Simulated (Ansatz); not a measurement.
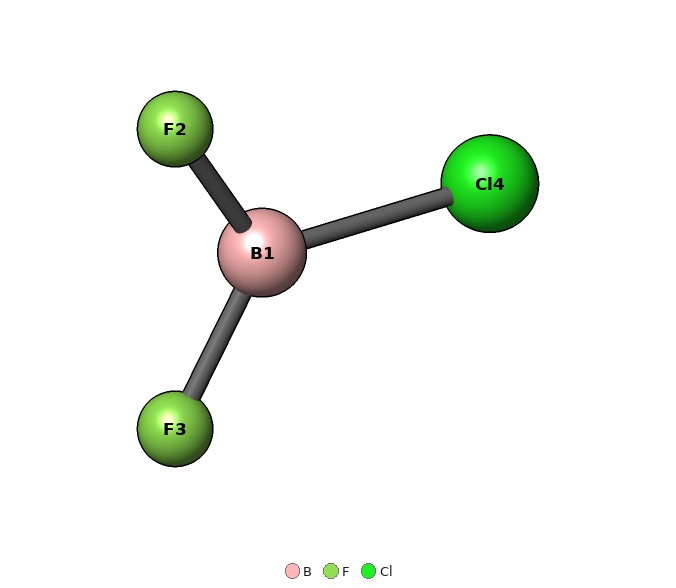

Harmonic vibrations computed with RKS PBE0-D4/def2-TZVP (Ansatz 0.2.0) at a stationary point of the same level.

Minimum or transition state?

A minimum: no imaginary frequency, and the lowest mode lies at 341 cm⁻¹.

How many vibrational modes are there, and where do they lie?

6 modes: 341, 424, 603, 701, 1261, 1458 cm⁻¹.
